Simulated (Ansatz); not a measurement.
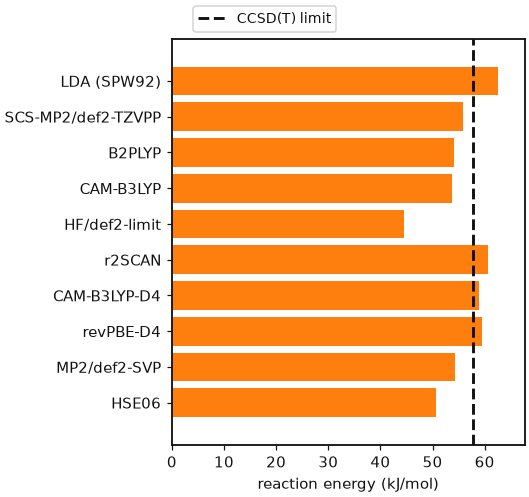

Electronic reaction energy of Si₂NH₅F₂ (N[Si](F)(F)[SiH3]) + H₂ ([H][H]) → Si₂H₄F₂ (F[SiH](F)[SiH3]) + NH₃ (N) (SMILES in brackets) at several levels (functionals in def2-TZVPP unless a basis is named), isolated molecules at PBE0-D4 triple-zeta geometries, minima by their frequencies, no zero-point or thermal terms, the Ansatz code 0.2.0. The line is frozen-core CCSD(T) at the basis limit (MP2 extrapolated from triple and quadruple zeta, plus CCSD(T) less MP2 in a smaller set). B2PLYP holds a correlation term that converges slowly with the basis, so part of the distance to the limit is basis error. No dispersion term is added to B2PLYP, CAM-B3LYP, r2SCAN and HSE06. The distance of SCS-MP2/def2-TZVPP and MP2/def2-SVP to the limit includes basis error.

Q: Which level comes closest to the line (CCSD(T) limit), and which misses most?

A: Closest CAM-B3LYP-D4 (59.0 kJ/mol), against 57.7 kJ/mol; farthest HF/def2-limit (44.5 kJ/mol).

Q: Give the values.

A:
| level | kJ/mol | less CCSD(T) limit |
| --- | --- | --- |
| LDA (SPW92) | 62.6 | 4.9 |
| SCS-MP2/def2-TZVPP | 55.8 | −1.9 |
| B2PLYP | 54.1 | −3.6 |
| CAM-B3LYP | 53.8 | −3.9 |
| HF/def2-limit | 44.5 | −13.2 |
| r2SCAN | 60.7 | 3.0 |
| CAM-B3LYP-D4 | 59.0 | 1.3 |
| revPBE-D4 | 59.4 | 1.7 |
| MP2/def2-SVP | 54.3 | −3.4 |
| HSE06 | 50.7 | −7.0 |
| CCSD(T) limit | 57.7 | 0.0 |
